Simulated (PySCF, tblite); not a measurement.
# C₅H₉BO₂: a rotation path, then NMR shifts on frames, part 2 of 2

tblite 0.8.0 and PySCF 2.14.0. Atoms count from 0. The steps go on from the part before.

### Step 5. Nuclear shieldings: image 4, PBE0/pcSseg-1

Job settings and geometry (Å):

```
{"job": {"kind": "nmr", "xc": "PBE0", "basis": "pcSseg-1", "pop": false}, "charge": 0, "multiplicity": 1}
C      3.606300    -0.569900     0.467500
C      2.281000    -0.248300    -0.022100
C      1.185900     0.009900    -0.435400
C     -0.148700     0.327900    -0.903500
C     -1.024500     0.931500     0.217800
B     -2.330300     0.088900     0.578900
O     -3.253500     0.678500     1.380300
O     -2.471000    -1.167600     0.090300
H      4.330300     0.158400     0.101600
H      3.900900    -1.562100     0.125200
H      3.614500    -0.557400     1.557600
H     -0.068600     1.027400    -1.739800
H     -0.610600    -0.589400    -1.275000
H     -0.423400     1.025000     1.125100
H     -1.312500     1.950400    -0.042800
H     -4.030400     0.165600     1.608000
H     -3.252400    -1.656900     0.349800
```

With the program's defaults for keys left out, this is: GIAO PBE0/pcSseg-1 NMR shielding, non-relativistic, gas phase.

The log of the run:

```text
coarse grid: 14272 points
cycle   1  E = -370.5966893362  dE =  1.086e+00  |g| = 9.115e-01  |ddm| = 4.073e+00
cycle   2  E = -370.5121379794  dE =  8.455e-02  |g| = 1.165e+00  |ddm| = 1.669e+00
cycle   3  E = -370.7557978986  dE = -2.437e-01  |g| = 9.132e-02  |ddm| = 9.337e-01
cycle   4  E = -370.7573211190  dE = -1.523e-03  |g| = 3.412e-02  |ddm| = 1.086e-01
cycle   5  E = -370.7575225040  dE = -2.014e-04  |g| = 1.860e-02  |ddm| = 3.900e-02
cycle   6  E = -370.7576000268  dE = -7.752e-05  |g| = 5.117e-03  |ddm| = 1.621e-02
cycle   7  E = -370.7576062425  dE = -6.216e-06  |g| = 8.688e-04  |ddm| = 4.499e-03
final grid: 138016 points
cycle   8  E = -370.8236032407  dE = -4.365e-05  |g| = 9.073e-03  |ddm| = 4.191e-02
cycle   9  E = -370.8235944871  dE =  8.754e-06  |g| = 1.138e-02  |ddm| = 1.629e-02
cycle  10  E = -370.8236214124  dE = -2.693e-05  |g| = 1.131e-03  |ddm| = 8.442e-03
cycle  11  E = -370.8236216624  dE = -2.501e-07  |g| = 3.715e-04  |ddm| = 1.107e-03
cycle  12  E = -370.8236216870  dE = -2.461e-08  |g| = 1.958e-04  |ddm| = 3.866e-04
cycle  13  E = -370.8236216960  dE = -8.980e-09  |g| = 2.588e-05  |ddm| = 1.563e-04
cycle  14  E = -370.8236216962  dE = -1.356e-10  |g| = 7.567e-06  |ddm| = 2.788e-05
converged SCF energy = -370.8236216962

GIAO shielding tensors (ppm)
atom      isotropic    diamagn.    paramagn.     s11        s22        s33       span
  0 C      181.948     253.285     -71.337    174.638    175.153    196.053     21.416
  1 C      107.294     267.674    -160.380     24.564     32.413    264.906    240.342
  2 C       96.616     263.678    -167.062     -4.253     16.310    277.790    282.043
  3 C      174.023     251.586     -77.563    163.777    173.541    184.751     20.973
  4 C      169.911     252.813     -82.902    146.481    169.001    194.250     47.769
  5 B       70.842     194.459    -123.617     51.312     69.009     92.205     40.893
  6 O      216.398     381.417    -165.019    128.809    256.640    263.744    134.935
  7 O      212.921     388.417    -175.496    126.778    250.255    261.729    134.951
  8 H       29.788      27.364       2.423     24.536     27.981     36.846     12.310
  9 H       29.774      28.483       1.291     24.493     28.082     36.747     12.254
 10 H       29.796      30.470      -0.675     24.544     28.451     36.393     11.849
 11 H       29.623      30.374      -0.751     23.968     28.785     36.116     12.148
 12 H       29.047      31.643      -2.595     23.518     29.296     34.327     10.810
 13 H       30.684      32.808      -2.124     25.508     31.619     34.926      9.419
 14 H       30.304      31.201      -0.897     25.108     29.729     36.076     10.968
 15 H       28.415      28.811      -0.395     22.903     23.364     38.979     16.076
 16 H       28.345      30.426      -2.081     23.034     23.384     38.617     15.583
```

It took 16 s on 1 thread of Intel Xeon 6975P-C, shared host; peak memory 0.83 GiB.

Key values: δ C2 90.3, C1 79.6, C4 17.0, C3 12.9, H16 3.37, H15 3.30 ppm.

### Step 6. Shielding tensors: image 6, PBE0/pcSseg-1

Job settings and geometry (Å):

```
{"job": {"kind": "nmr", "xc": "PBE0", "basis": "pcSseg-1", "pop": false}, "charge": 0, "multiplicity": 1}
C      3.273000    -0.825000     0.600000
C      2.049100    -0.318900     0.011600
C      1.039100     0.093600    -0.484200
C     -0.154500     0.648300    -1.092900
C     -1.152900     1.166100    -0.043900
B     -2.054400     0.044800     0.649200
O     -3.055000     0.472800     1.462800
O     -1.826000    -1.262300     0.385000
H      4.090900    -0.127400     0.416500
H      3.529600    -1.789900     0.162600
H      3.150200    -0.947500     1.676100
H      0.150900     1.470400    -1.748600
H     -0.631100    -0.121400    -1.704400
H     -0.605100     1.717700     0.723000
H     -1.815800     1.893200    -0.517500
H     -3.611000    -0.196300     1.864900
H     -2.384100    -1.906100     0.822900
```

Level: GIAO PBE0/pcSseg-1 NMR shielding, non-relativistic, gas phase.

The log of the run:

```text
coarse grid: 14272 points
cycle   1  E = -370.5982778612  dE =  1.086e+00  |g| = 9.161e-01  |ddm| = 4.073e+00
cycle   2  E = -370.5103050982  dE =  8.797e-02  |g| = 1.175e+00  |ddm| = 1.598e+00
cycle   3  E = -370.7594354028  dE = -2.491e-01  |g| = 9.259e-02  |ddm| = 8.745e-01
cycle   4  E = -370.7608657938  dE = -1.430e-03  |g| = 4.241e-02  |ddm| = 1.084e-01
cycle   5  E = -370.7611739764  dE = -3.082e-04  |g| = 2.299e-02  |ddm| = 4.461e-02
cycle   6  E = -370.7612974402  dE = -1.235e-04  |g| = 4.498e-03  |ddm| = 1.979e-02
cycle   7  E = -370.7613021682  dE = -4.728e-06  |g| = 8.515e-04  |ddm| = 4.290e-03
final grid: 138016 points
cycle   8  E = -370.8262998405  dE = -4.243e-05  |g| = 9.250e-03  |ddm| = 3.950e-02
cycle   9  E = -370.8262905179  dE =  9.323e-06  |g| = 1.164e-02  |ddm| = 1.663e-02
cycle  10  E = -370.8263187863  dE = -2.827e-05  |g| = 1.252e-03  |ddm| = 8.649e-03
cycle  11  E = -370.8263191018  dE = -3.155e-07  |g| = 4.143e-04  |ddm| = 1.182e-03
cycle  12  E = -370.8263191362  dE = -3.435e-08  |g| = 1.834e-04  |ddm| = 4.189e-04
cycle  13  E = -370.8263191438  dE = -7.652e-09  |g| = 2.382e-05  |ddm| = 1.494e-04
cycle  14  E = -370.8263191439  dE = -1.086e-10  |g| = 7.990e-06  |ddm| = 2.761e-05
converged SCF energy = -370.8263191439

GIAO shielding tensors (ppm)
atom      isotropic    diamagn.    paramagn.     s11        s22        s33       span
  0 C      181.927     253.466     -71.539    174.613    175.014    196.155     21.543
  1 C      106.921     268.242    -161.321     25.198     28.308    267.258    242.059
  2 C       97.612     264.051    -166.439      2.772     13.787    276.277    273.505
  3 C      171.037     250.437     -79.400    162.079    171.343    179.689     17.610
  4 C      169.937     252.415     -82.479    154.044    167.565    188.202     34.158
  5 B       71.131     194.038    -122.907     53.420     68.122     91.850     38.431
  6 O      215.071     381.720    -166.649    126.849    253.962    264.401    137.551
  7 O      212.823     389.772    -176.949    125.987    253.639    258.842    132.855
  8 H       29.784      27.387       2.396     24.493     27.997     36.860     12.368
  9 H       29.777      28.791       0.986     24.566     28.011     36.754     12.188
 10 H       29.818      31.019      -1.201     24.505     28.551     36.399     11.894
 11 H       29.395      29.837      -0.442     23.330     28.762     36.093     12.763
 12 H       29.333      31.154      -1.821     25.599     28.027     34.373      8.774
 13 H       30.672      32.127      -1.454     26.345     30.537     35.135      8.790
 14 H       30.729      30.395       0.334     25.343     29.652     37.193     11.850
 15 H       28.426      29.461      -1.035     23.023     23.378     38.876     15.853
 16 H       28.318      31.469      -3.151     22.914     23.540     38.500     15.586
```

It took 16 s on 1 thread of Intel Xeon 6975P-C, shared host; peak memory 0.84 GiB.

This run: δ C2 89.3, C1 80.0, C4 17.0, C3 15.9, H16 3.40, H15 3.29 ppm.

### Step 7. Shielding tensors: image 8, PBE0/pcSseg-1

Job settings and geometry (Å):

```
{"job": {"kind": "nmr", "xc": "PBE0", "basis": "pcSseg-1", "pop": false}, "charge": 0, "multiplicity": 1}
C      3.013400    -0.863100     0.803900
C      1.893400    -0.292700     0.083000
C      0.969300     0.172900    -0.521300
C     -0.158800     0.751500    -1.225300
C     -1.243600     1.224400    -0.242400
B     -1.871300     0.024900     0.606600
O     -2.037000     0.202100     1.939900
O     -2.229900    -1.109800    -0.042300
H      3.850700    -0.165000     0.810200
H      3.332400    -1.791000     0.328700
H      2.724700    -1.074800     1.833600
H      0.194300     1.593500    -1.829000
H     -0.584300    -0.002300    -1.892600
H     -0.823200     1.976300     0.425600
H     -2.032200     1.712400    -0.819200
H     -2.414700    -0.524300     2.438300
H     -2.590100    -1.823100     0.485600
```

Method: GIAO PBE0/pcSseg-1 NMR shielding, non-relativistic, gas phase.

The log of the run:

```text
coarse grid: 14272 points
cycle   1  E = -370.6002478632  dE =  1.087e+00  |g| = 9.133e-01  |ddm| = 4.066e+00
cycle   2  E = -370.5133842683  dE =  8.686e-02  |g| = 1.171e+00  |ddm| = 1.635e+00
cycle   3  E = -370.7603038013  dE = -2.469e-01  |g| = 8.997e-02  |ddm| = 9.044e-01
cycle   4  E = -370.7617007778  dE = -1.397e-03  |g| = 3.839e-02  |ddm| = 1.115e-01
cycle   5  E = -370.7619576428  dE = -2.569e-04  |g| = 2.072e-02  |ddm| = 4.250e-02
cycle   6  E = -370.7620560606  dE = -9.842e-05  |g| = 4.979e-03  |ddm| = 1.808e-02
cycle   7  E = -370.7620619194  dE = -5.859e-06  |g| = 7.937e-04  |ddm| = 4.687e-03
final grid: 138016 points
cycle   8  E = -370.8276928123  dE = -4.277e-05  |g| = 9.317e-03  |ddm| = 4.048e-02
cycle   9  E = -370.8276826203  dE =  1.019e-05  |g| = 1.188e-02  |ddm| = 1.731e-02
cycle  10  E = -370.8277118198  dE = -2.920e-05  |g| = 1.329e-03  |ddm| = 8.965e-03
cycle  11  E = -370.8277121798  dE = -3.600e-07  |g| = 4.321e-04  |ddm| = 1.239e-03
cycle  12  E = -370.8277122184  dE = -3.856e-08  |g| = 1.762e-04  |ddm| = 4.250e-04
cycle  13  E = -370.8277122253  dE = -6.963e-09  |g| = 2.533e-05  |ddm| = 1.440e-04
cycle  14  E = -370.8277122254  dE = -1.168e-10  |g| = 9.399e-06  |ddm| = 2.914e-05
converged SCF energy = -370.8277122254

GIAO shielding tensors (ppm)
atom      isotropic    diamagn.    paramagn.     s11        s22        s33       span
  0 C      182.049     253.670     -71.621    174.875    174.986    196.286     21.410
  1 C      105.901     268.532    -162.630     23.770     27.087    266.847    243.077
  2 C       98.050     264.645    -166.595      3.805     14.516    275.829    272.024
  3 C      169.729     251.699     -81.970    162.012    169.356    177.820     15.808
  4 C      169.139     252.591     -83.452    161.968    163.091    182.359     20.391
  5 B       71.531     194.389    -122.857     54.026     67.329     93.239     39.213
  6 O      209.351     384.978    -175.628    120.481    248.770    258.801    138.320
  7 O      217.124     388.193    -171.069    127.071    257.395    266.905    139.834
  8 H       29.779      27.667       2.112     24.540     27.886     36.910     12.370
  9 H       29.818      28.865       0.953     24.602     27.994     36.859     12.257
 10 H       29.825      31.588      -1.763     24.381     28.816     36.277     11.897
 11 H       29.380      29.741      -0.361     23.683     28.310     36.146     12.464
 12 H       29.201      31.264      -2.064     25.394     27.729     34.479      9.085
 13 H       30.639      32.412      -1.773     27.011     29.658     35.247      8.236
 14 H       30.918      29.749       1.170     26.594     28.393     37.767     11.173
 15 H       28.316      30.814      -2.498     23.068     23.259     38.622     15.554
 16 H       28.391      31.523      -3.132     23.115     23.425     38.632     15.518
```

Run time: 16 s. Hardware: 1 thread of Intel Xeon 6975P-C, shared host; peak memory 0.83 GiB.

In short: δ C2 88.9, C1 81.0, C4 17.8, C3 17.2, H15 3.40, H16 3.33 ppm.

### Step 8. Comparing the runs: NMR shifts

Shifts (ppm) of some atoms, chosen among heavy atoms and hydrogens apart, with basis size and wall time:

```csv
frame,C2,C4,C3,H11,H14,O7,O6,functions,time
image 0,89.0,19.1,16.5,2.10,1.16,121.2,120.9,181,16 s
image 2,89.9,18.9,15.1,1.96,1.41,122.0,120.3,181,16 s
image 4,90.3,17.0,12.9,2.09,1.41,123.2,119.7,181,16 s
image 6,89.3,17.0,15.9,2.32,0.99,123.3,121.0,181,16 s
image 8,88.9,17.8,17.2,2.34,0.80,119.0,126.7,181,16 s
```

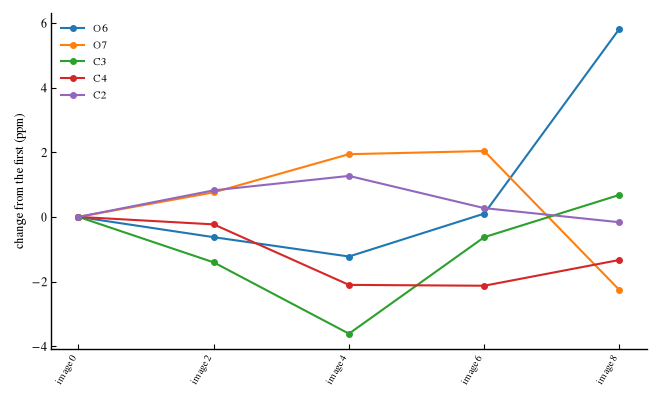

How five of the tabulated atoms move from run to run.

### Step 9. Outcome

This closing draws on all 2 parts.

```
                                            quantity                                                     value
                                             barrier                        0.098 eV (2.3 kcal/mol) at image 4
                               end to end (GFN2-xTB)                                                  0.013 eV
     13C shifts against TMS (PBE0/pcSseg-1, image 0)                           89.0, 80.7, 19.1, 16.5, 5.0 ppm
      1H shifts against TMS (PBE0/pcSseg-1, image 0)  3.30, 3.23, 2.34, 2.10, 1.95, 1.94, 1.93, 1.16, 1.11 ppm
11B shifts against BF3·OEt2 (PBE0/pcSseg-1, image 0)                                                  28.5 ppm
     17O shifts against H2O (PBE0/pcSseg-1, image 0)                                          121.2, 120.9 ppm
                            range of the shift of O6                                        119.7 to 126.7 ppm
```

**Reading.** Along the band the dihedral turns by 116°, and the top (dihedral -119°) lies 2.3 kcal/mol above the start (GFN2-xTB, rough), so at room temperature this motion is fast. Ends this close can change order at a higher level. The top was not checked by a frequency run. Shifts at one fixed geometry are not the observed spectrum, which averages over the motion. In the first frame run (image 0): The widest tensor belongs to C2: span 275 ppm, with a paramagnetic part of -160 ppm. Across the 5 runs the shift of O6 moves most, between 119.7 (image 4) and 126.7 ppm (image 8).
